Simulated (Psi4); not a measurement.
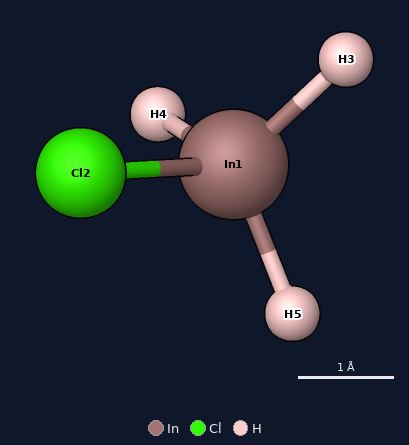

Figure 1. The structure as given in the input (ball-and-stick view, seen at a tilt; atoms are numbered from 1 in the order of the input). Sticks mark near contacts. Bond lengths as drawn: Cl–In 2.34 Å and H–In 1.70 Å.

## Run report: InH3Cl (charge −1), field calculation

System: InH3Cl, charge −1.
Method: CEPA(0)/def2-SVP, RHF, core potentials def2, in an applied electric field (Psi4 1.11).

The geometry comes from this level: GFN2-xTB.

### The input (calc.in)
```
memory 1600 mb

molecule {
  -1 1
  In    -0.002150     0.000620    -0.175700
  Cl     0.012800    -0.020350     2.163640
  H      1.620790     0.013380    -0.670930
  H     -0.818090     1.410990    -0.645940
  H     -0.813350    -1.404640    -0.671060
  symmetry c1
  no_reorient
  no_com
}

set {
  basis           def2-SVP
  scf_type        disk_df
  num_frozen_docc 9
  perturb_h       true
  perturb_with    dipole
  perturb_dipole  [-0.005, 0.0, 0.0]
}

energy("cepa(0)")
```

Run on 1 thread of AMD EPYC (Zen 5), 16 GiB of memory available, shared host.

Command:
```bash
psi4 calc.in calc.out -n 1
```

### What the program printed
```
Psi4 1.11 release

   => Loading Basis Set <=

    Name: DEF2-SVP
    Role: ORBITAL
    Keyword: BASIS

    !!!  WARNING: ECP capability is in beta. Please check occupations closely.  !!!

         ---------------------------------------------------------
                                   SCF
                              RHF Reference
                        1 Threads,   1525 MiB Core
         ---------------------------------------------------------

  ==> Geometry <==

    Molecular point group: c1
    Full point group: C1

    Geometry (in Angstrom), charge = -1, multiplicity = 1:

       Center              X                  Y                   Z               Mass
    ------------   -----------------  -----------------  -----------------  -----------------
         IN          -0.002150000000     0.000620000000    -0.175700000000   114.903878776000
         CL           0.012800000000    -0.020350000000     2.163640000000    34.968852682000
         H            1.620790000000     0.013380000000    -0.670930000000     1.007825032230
         H           -0.818090000000     1.410990000000    -0.645940000000     1.007825032230
         H           -0.813350000000    -1.404640000000    -0.671060000000     1.007825032230

  Running in c1 symmetry.

  Rotational constants: A =      2.11133  B =      0.09768  C =      0.09767 [cm^-1]
  Rotational constants: A =  63296.17876  B =   2928.40604  C =   2928.05168 [MHz]
  Nuclear repulsion =  109.243633434338932

  Charge       = -1
  Multiplicity = 1
  Electrons    = 42
  Nalpha       = 21
  Nbeta        = 21

  ==> Algorithm <==

  SCF Algorithm Type is DISK_DF.
  DIIS enabled.
  MOM disabled.
  Fractional occupation disabled.
  Guess Type is SAD.
  Energy threshold   = 1.00e-08
  Density threshold  = 1.00e-08
  Integral threshold = 1.00e-12

  ==> Primary Basis <==

  Basis Set: DEF2-SVP
    Blend: DEF2-SVP
    Number of shells: 27
    Number of basis functions: 59
    Number of Cartesian functions: 62
    Spherical Harmonics?: true
    Max angular momentum: 2

  Core potential: DEF2-SVP
    Number of shells: 4
    Number of ECP primitives: 18
    Number of ECP core electrons: 28
    Max angular momentum: 3

   => Loading Basis Set <=

    Name: (DEF2-SVP AUX)
    Role: JKFIT
    Keyword: DF_BASIS_SCF

  ==> Integral Setup <==

  ==> DiskDFJK: Density-Fitted J/K Matrices <==

    J tasked:                  Yes
    K tasked:                  Yes
    wK tasked:                  No
    Integrals threads:           1
    Memory [MiB]:             1144
    Algorithm:                Core
    Integral Cache:           NONE
    Schwarz Cutoff:          1E-12
    Fitting Condition:       1E-10

   => Auxiliary Basis Set <=

  Basis Set: (DEF2-SVP AUX)
    Blend: DEF2-UNIVERSAL-JKFIT
    Number of shells: 102
    Number of basis functions: 400
    Number of Cartesian functions: 524
    Spherical Harmonics?: true
    Max angular momentum: 5

  Perturbing V by -0.005000 mu(x).
  Minimum eigenvalue in the overlap matrix is 2.3409473435E-02.
  Reciprocal condition number of the overlap matrix is 5.9367340332E-03.
    Using symmetric orthogonalization.

  ==> Pre-Iterations <==

  SCF Guess: Superposition of Atomic Densities via on-the-fly atomic UHF (no occupation information).

   -------------------------
    Irrep   Nso     Nmo
   -------------------------
     A         59      59
   -------------------------
    Total      59      59
   -------------------------

  ==> Iterations <==

                           Total Energy        Delta E     RMS |[F,P]|

   @DF-RHF iter SAD:  -648.95329680467341   -6.48953e+02   0.00000e+00
   @DF-RHF iter   1:  -650.32234825252533   -1.36905e+00   4.04601e-03 DIIS/ADIIS
   @DF-RHF iter   2:  -650.35250033090631   -3.01521e-02   1.27710e-03 DIIS/ADIIS
   @DF-RHF iter   3:  -650.35456928659346   -2.06896e-03   1.08064e-04 DIIS/ADIIS
   @DF-RHF iter   4:  -650.35462004683347   -5.07602e-05   2.39951e-05 DIIS
   @DF-RHF iter   5:  -650.35462304894475   -3.00211e-06   8.43357e-06 DIIS
   @DF-RHF iter   6:  -650.35462333555313   -2.86608e-07   2.16037e-06 DIIS
   @DF-RHF iter   7:  -650.35462336326657   -2.77134e-08   3.02379e-07 DIIS
   @DF-RHF iter   8:  -650.35462336376793   -5.01359e-10   6.79490e-08 DIIS
   @DF-RHF iter   9:  -650.35462336378691   -1.89857e-11   1.22983e-08 DIIS
   @DF-RHF iter  10:  -650.35462336378771   -7.95808e-13   1.91738e-09 DIIS
  Energy and wave function converged.

  ==> Post-Iterations <==

    Orbital Energies [Eh]
    ---------------------

    Doubly Occupied:

       1A   -104.542945     2A    -10.306197     3A     -7.780735
       4A     -7.778945     5A     -7.778943     6A     -5.164835
       7A     -3.423166     8A     -3.419755     9A     -3.419351
      10A     -0.862621    11A     -0.813475    12A     -0.812709
      13A     -0.803416    14A     -0.803337    15A     -0.788498
      16A     -0.385252    17A     -0.252978    18A     -0.252075
      19A     -0.244950    20A     -0.194033    21A     -0.187551

    Virtual:

      22A      0.273002    23A      0.308582    24A      0.319137
      25A      0.408411    26A      0.445464    27A      0.504230
      28A      0.509107    29A      0.538467    30A      0.682988
      31A      0.683504    32A      0.767790    33A      0.770136
      34A      0.822133    35A      0.991547    36A      1.124881
      37A      1.186813    38A      1.191585    39A      1.289401
      40A      1.289999    41A      1.306599    42A      1.307025
      43A      1.368331    44A      1.432789    45A      1.433093
      46A      1.735192    47A      1.853228    48A      1.983469
      49A      1.984698    50A      2.050297    51A      2.157370
      52A      2.160475    53A      2.273539    54A      2.381153
      55A      2.389251    56A     17.024943    57A     17.026846
      58A     17.353028    59A     61.904783

    Final Occupation by Irrep:
              A
    DOCC [    21 ]
    NA   [    21 ]
    NB   [    21 ]

  @DF-RHF Final Energy:  -650.35462336378771

   => Energetics <=

    Nuclear Repulsion Energy =            109.2436334343389319
    One-Electron Energy =               -1199.1649812943351208
    Two-Electron Energy =                 439.5667244962085078
    Total Energy =                       -650.3546233637875957

Computation Completed

Properties will be evaluated at   0.000000,   0.000000,   0.000000 [a0]

Properties computed using the SCF density matrix

 Multipole Moments:

 ------------------------------------------------------------------------------------
     Multipole            Electronic (a.u.)      Nuclear  (a.u.)        Total (a.u.)
 ------------------------------------------------------------------------------------

 L = 1.  Multiply by 2.5417464519 to convert [e a0] to [Debye]
 Dipole X            :         -0.1179055            0.3057577            0.1878521
 Dipole Y            :          0.5994520           -0.5918622            0.0075898
 Dipole Z            :        -59.8013119           58.7785138           -1.0227980
 Magnitude           :                                                    1.0399336

 ------------------------------------------------------------------------------------

	total time  =          0 seconds =       0.00 minutes
 MINTS: Wrapper to libmints.

   Calculation information:
      Number of threads:                 1
      Number of atoms:                   5
      Number of AO shells:              27
      Number of SO shells:              27
      Number of primitives:             56
      Number of atomic orbitals:        62
      Number of basis functions:        59

      Number of irreps:                  1
      Integral cutoff                 1.00e-12
      Number of functions per irrep: [  59 ]

 OEINTS: Overlap, kinetic, potential, dipole, and quadrupole integrals
         stored in file 35.

      Computing two-electron integrals...done
      Computed 1402231 non-zero two-electron integrals.
        Stored in file 33.

        ==> Transform all two-electron integrals <==

	Presorting SO-basis two-electron integrals.
	Sorting File: SO Ints (nn|nn) nbuckets = 1
	Constructing frozen core operators
	Starting first half-transformation.
	Sorting half-transformed integrals.
	First half integral transformation complete.
	Starting second half-transformation.
	Two-electron integral transformation complete.

	total time  =          0 seconds =       0.00 minutes

        **********************************************************
        *                                                        *
        *                   CCSD Integral Sort                   *
        *                                                        *
        **********************************************************

        CC integral sort will use                     25.13 mb

        Number of (ab|cd) temporary files:                2
        Number of (ab|ci) temporary files:                3
        Starting temporary file number:                 270

        Initial sort........done.

        Sort (IJ|KL)........done.
        Sort (IJ|KA) 1/2....done.
        Sort (IJ|KA) 2/2....done.
        Sort (IA|JB)........done.
        Sort (IJ|AB)........done.
        Sort (IA|BC) 1/3....done.
        Sort (IA|BC) 2/3....done.
        Sort (IA|BC) 3/3....done.
        Sort (AB|CD) 1/2....done.
        Sort (AB|CD) 2/2....done.

	total time  =          0 seconds =       0.00 minutes

        *******************************************************
        *                                                     *
        *                       CEPA(0)                       *
        *        Coupled Electron Pair Approximation          *
        *                  (Linearized CCSD)                  *
        *                                                     *
        *                                                     *
        *******************************************************

  ==> Input parameters <==

        Freeze core orbitals?                 yes
        Use frozen natural orbitals?           no
        r_convergence:                  1.000e-07
        e_convergence:                  1.000e-06
        Number of DIIS vectors:                 8
        Number of frozen core orbitals:         9
        Number of active occupied orbitals:    12
        Number of active virtual orbitals:     38
        Number of frozen virtual orbitals:      0

  ==> Memory <==

        available memory =                           1525.88 mb
        minimum memory requirements for QCISD =         4.80 mb
        (T) algorithm:                                  3.74 mb (low-memory)
        memory requirements for QCISD(T) =              3.74 mb

  ==> Define tiling <==

        v(ab,cd) diagrams will be evaluated in   1 blocks.
        v(ab,ci) diagrams will be evaluated in   1 blocks over ov2.
        v(ab,ci) diagrams will be evaluated in   1 blocks over ov.

  Allocate cpu memory (     9.82 mb).....done.
  Initialize cpu memory..................done.

  Begin CEPA(0) iterations

   Iter  DIIS          Energy       d(Energy)          |d(T)|     time
      0   0 1   -0.2478616311   -0.2478616311    0.2706730608        0
      1   1 1   -0.2755724765   -0.0277108454    0.0605066404        0
      2   2 1   -0.2866482416   -0.0110757650    0.0223595850        0
      3   3 1   -0.2882901654   -0.0016419238    0.0068669587        0
      4   4 1   -0.2884238587   -0.0001336933    0.0026878802        0
      5   5 1   -0.2884478422   -0.0000239835    0.0007043383        0
      6   6 1   -0.2884493717   -0.0000015295    0.0002383243        0
      7   7 1   -0.2884495378   -0.0000001660    0.0000916531        0
      8   8 1   -0.2884495648   -0.0000000270    0.0000289630        0
      9   8 2   -0.2884495675   -0.0000000027    0.0000099943        1
     10   8 3   -0.2884495679   -0.0000000003    0.0000033892        0
     11   8 4   -0.2884495679   -0.0000000000    0.0000010606        0
     12   8 5   -0.2884495679   -0.0000000000    0.0000003332        0
     13   8 6   -0.2884495679   -0.0000000000    0.0000001490        0
     14   8 7   -0.2884495679   -0.0000000000    0.0000000744        0

  CEPA(0) iterations converged!

  CEPA(0) variational energy:      -0.288449567902
  CEPA(0) transition energy:       -0.288449569036

        OS SCS-MP2 correlation energy:          -0.228648217175
        SS SCS-MP2 correlation energy:          -0.019107150050
        SCS-MP2 correlation energy:             -0.247755367225
      * SCS-MP2 total energy:                 -650.602378731013

        OS MP2 correlation energy:              -0.190540180979
        SS MP2 correlation energy:              -0.057321450149
        MP2 correlation energy:                 -0.247861631128
      * MP2 total energy:                     -650.602484994916

        OS CEPA(0) correlation energy:          -0.230328816998
        SS CEPA(0) correlation energy:          -0.058120752038
        CEPA(0) correlation energy:             -0.288449567902
      * CEPA(0) total energy:                 -650.643072931689

  Total time for CEPA(0) iterations:       0.27 s (user)
                                        0.07 s (system)
                                           1 s (total)

  Time per iteration:                   0.02 s (user)
                                        0.01 s (system)
                                        0.07 s (total)

	total time  =          1 seconds =       0.02 minutes

    Psi4 run time: 0:00:01.87
```

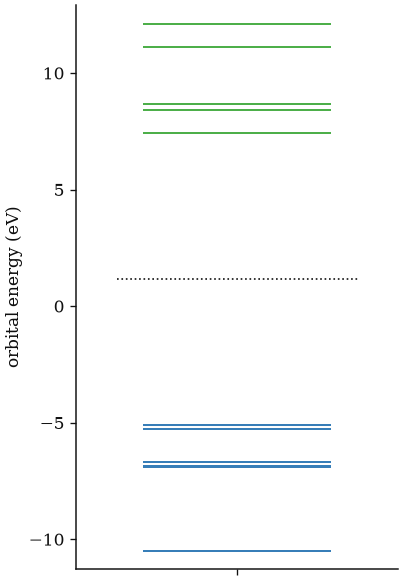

Figure 2. Orbital energies near the frontier (SCF reference); the dotted line parts filled from empty levels, and levels within 0.02 eV of each other stand side by side. Highest filled −5.10 eV, lowest empty 7.43 eV, 12.53 eV apart.

### Key numbers

- outcome: converged
- total energy: −650.643073 hartree
- SCF energy: −650.354623 hartree
- MP2 energy: −650.602485 hartree
- correlation energy: −0.288450 hartree
- basis functions: 59
- HOMO of the SCF reference: −5.10 eV
- LUMO of the SCF reference: 7.43 eV
- wall time: 2.4 s
- peak memory: 0.27 GiB
